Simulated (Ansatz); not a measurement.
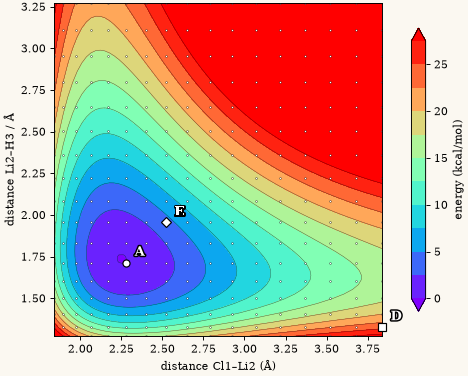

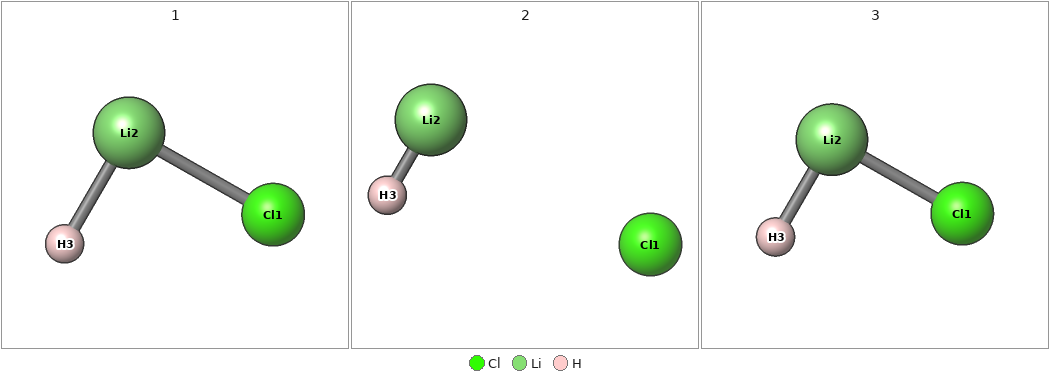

The system Cl⁻ + LiH. The first coordinate is: distance Cl1–Li2; the second: distance Li2–H3. Nothing is relaxed (the angle Cl1–Li2–H3 is fixed at 90 degrees). The grid has 17 × 17 points. Points are written as (first, second). All energies are given in kcal/mol relative to the lowest grid point. The restricted reference is unstable at some or all points, so the energies there are unreliable. Theory: Ansatz, RHF-MP2, frozen core/aug-cc-pVTZ.

The picture shows filled contours, dots at the grid points, one colour for all values above the top of the scale, lettered points. Between grid points the surface is interpolated. The numbered pictures are the structures at these points, in random order.

> Which structure belongs to which point?

A is structure 3: (2.281 Å, 1.713 Å), 0.0 kcal/mol; D is structure 2: (3.840 Å, 1.326 Å), 24.3 kcal/mol; E is structure 1: (2.523 Å, 1.955 Å), 4.2 kcal/mol.
